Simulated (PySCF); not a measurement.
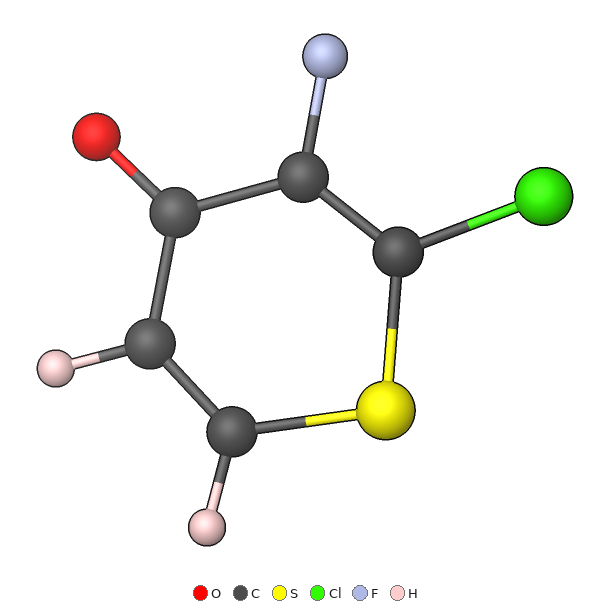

Every bond is drawn as one stick, whatever its order.

The computed structure is the end point of a GFN2-xTB optimisation. No frequency run is at hand to confirm it as a minimum.

What does the picture show?

The molecule is C₅H₂ClFOS. Its SMILES string is `O=c1ccsc(Cl)c1F`. Independent rings (smallest set): 1 of 6 members, 1 of them aromatic. Among its groups: C–F bond, C–Cl bond. The point group is Cs. All atoms lie on one plane. Coordination: 5 C trigonal planar; 1 S bent.

More results for the same structure follow; atom numbers are the same in all pictures, views and colours differ.

### Shape

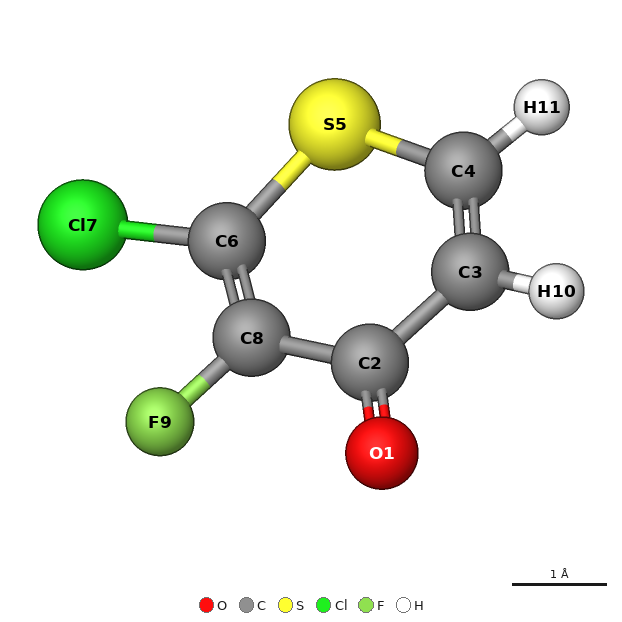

No frequency run is at hand to confirm it as a minimum.

What are the angles O1–C2–C3, O1–C2–C8, C2–C3–H10, C2–C8–F9, C3–C2–C8, C3–C4–H11, C4–C3–H10, C4–S5–C6, S5–C6–Cl7, S5–C6–C8, C6–C8–F9, Cl7–C6–C8?

```tsv
angle	degrees
O1–C2–C3	122.9
O1–C2–C8	121.7
C2–C3–H10	114.6
C2–C8–F9	114.9
C3–C2–C8	115.4
C3–C4–H11	122.0
C4–C3–H10	119.4
C4–S5–C6	101.5
S5–C6–Cl7	114.4
S5–C6–C8	123.7
C6–C8–F9	117.8
Cl7–C6–C8	121.8
```

### Bond orders

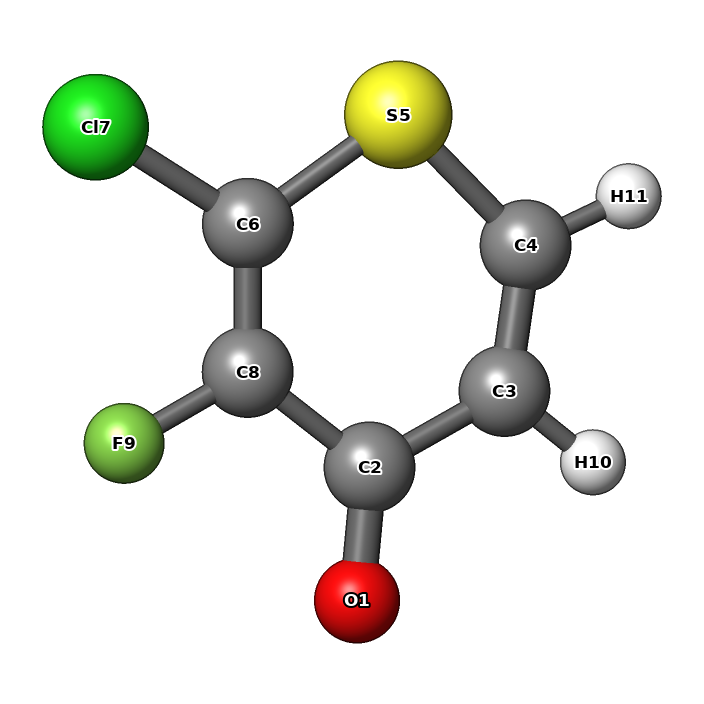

The thickness of each stick grows with its Mayer bond order. No frequency run is at hand to confirm it as a minimum. Computed with PBE0/pcSseg-1 (PySCF 2.14.0).

Which bond has the highest Mayer bond order?

O1–C2, 1.88, at a length of 1.215 Å.

List the Mayer bond orders of O1–C2, C2–C3, C2–C8, C3–C4, C3–H10, C4–S5, C4–H11, S5–C6, C6–Cl7, C6–C8, C8–F9.

```json
{"bond": "O1–C2", "Mayer order": "1.88", "length (Å)": "1.215"}
{"bond": "C2–C3", "Mayer order": "1.12", "length (Å)": "1.459"}
{"bond": "C2–C8", "Mayer order": "1.00", "length (Å)": "1.474"}
{"bond": "C3–C4", "Mayer order": "1.69", "length (Å)": "1.338"}
{"bond": "C3–H10", "Mayer order": "0.93", "length (Å)": "1.081"}
{"bond": "C4–S5", "Mayer order": "1.11", "length (Å)": "1.726"}
{"bond": "C4–H11", "Mayer order": "0.92", "length (Å)": "1.079"}
{"bond": "S5–C6", "Mayer order": "1.06", "length (Å)": "1.737"}
{"bond": "C6–Cl7", "Mayer order": "1.18", "length (Å)": "1.724"}
{"bond": "C6–C8", "Mayer order": "1.41", "length (Å)": "1.350"}
{"bond": "C8–F9", "Mayer order": "1.00", "length (Å)": "1.342"}
```

### Electronic properties

No frequency run is at hand to confirm it as a minimum. Properties computed with PBE0/def2-SVPD, gas phase (PySCF 2.14.0). Excitations: vertical, linear response.

Give the brightest of the 6 lowest singlets at this level.

4.75 eV.

What is the HOMO energy (Kohn–Sham orbital)?

−7.44 eV.

Estimate the dipole moment.

4.78 D.

Estimate the lowest vertical singlet excitation.

3.83 eV.

### Polarisability

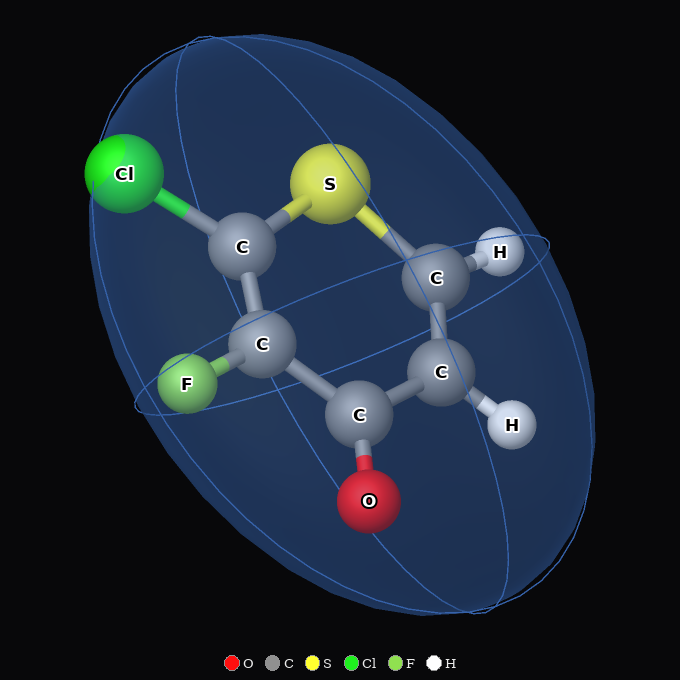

The ellipsoid shows the static dipole polarisability: its half-axes are proportional to the principal values. No frequency run is at hand to confirm it as a minimum. Method: PBE0/def2-SVPD (PySCF 2.14.0).

Give the principal values, the mean and the anisotropy.

Principal values 55.3, 103.4, 131.0 bohr³; mean 96.5 bohr³ (14.31 Å³); anisotropy 66.3 bohr³, so the longest axis is 2.37 times the shortest.

### Quadrupole coupling

No frequency run is at hand to confirm it as a minimum. Electric field gradients from the ground-state density, PBE0/pcSseg-1 (PySCF 2.14.0), non-relativistic apart from any core potentials.

Give the largest field-gradient component, the quadrupole coupling constant and the asymmetry for 17O at O1 (Q = −25.6 mb), 33S at S5 (Q = −67.81 mb), 35Cl at Cl7 (Q = −81.7 mb), 2H at H10 (Q = 2.86 mb), 2H at H11 (Q = 2.86 mb).

| atom | V_zz (a.u.) | e²qQ/h (MHz) | η |
| --- | --- | --- | --- |
| O1 | −1.898 | 11.42 | 0.24 |
| S5 | 2.173 | −34.6 | 0.87 |
| Cl7 | 4.319 | −82.9 | 0.08 |
| H10 | 0.321 | 0.216 | 0.06 |
| H11 | 0.323 | 0.217 | 0.09 |
